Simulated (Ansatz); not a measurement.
**Ligand exchange: C2H5F + GeH2(CH3)I → CH2FI + GeH2(CH3)2**

Species: C2H5F `CCF`, singlet; GeH2(CH3)I, singlet; CH2FI (fluoroiodomethane) `FCI`, singlet; GeH2(CH3)2, singlet. The partners trade CH3 for I: C–CH3 and Ge–I bonds give way to C–I and Ge–CH3.

Shapes, held fixed at every level: PBE0-D4/def2-TZVP. Programs: Ansatz 0.2.0. The zero-point and thermal change to 298 K, harmonic and unscaled (PBE0-D4/def2-TZVP), is -6.0 kJ/mol.

| level | kind | ΔH(298 K) (kJ/mol) | less CCSD(T)/def2-TZVPP |
| --- | --- | --- | --- |
| HF/def2-SVP | Hartree–Fock | +156.7 | +41.1 |
| HF/def2-TZVPP | Hartree–Fock | +144.4 | +28.8 |
| SPW92/def2-TZVPP | LDA | +115.5 | -0.1 |
| r2SCAN-D4/def2-TZVPP | meta-GGA | +119.3 | +3.7 |
| BHLYP-D4/def2-TZVPP | global hybrid | +132.8 | +17.2 |
| r2SCAN0-D4/def2-TZVPP | global hybrid | +127.1 | +11.5 |
| B2PLYP/def2-TZVPP | double hybrid | +120.3 | +4.7 |
| CCSD(T)/def2-TZVPP | coupled cluster or CI | +115.6 | 0.0 |

The highest level, CCSD(T)/def2-TZVPP, gives ΔH(298 K) = +115.6 kJ/mol; the levels span +115.5 to +156.7. The column of differences is taken from that level and isn't an error. No measured value is set beside it here. For atoms past krypton def2 sets carry core potentials with scalar relativity. Relativity is left out for Ge unless named. Correlated rows may include outer-core shells of Ge, I, which these sets cover unevenly.

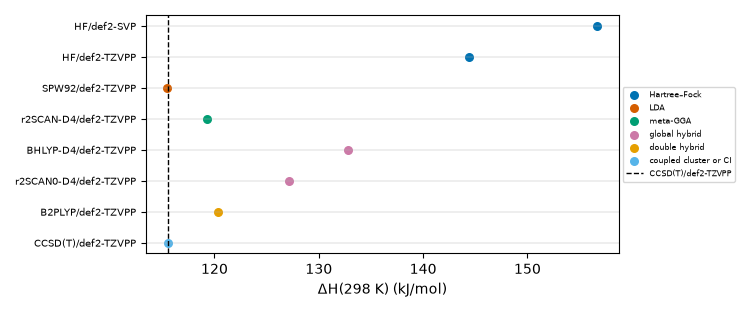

The values of the table, level by level.
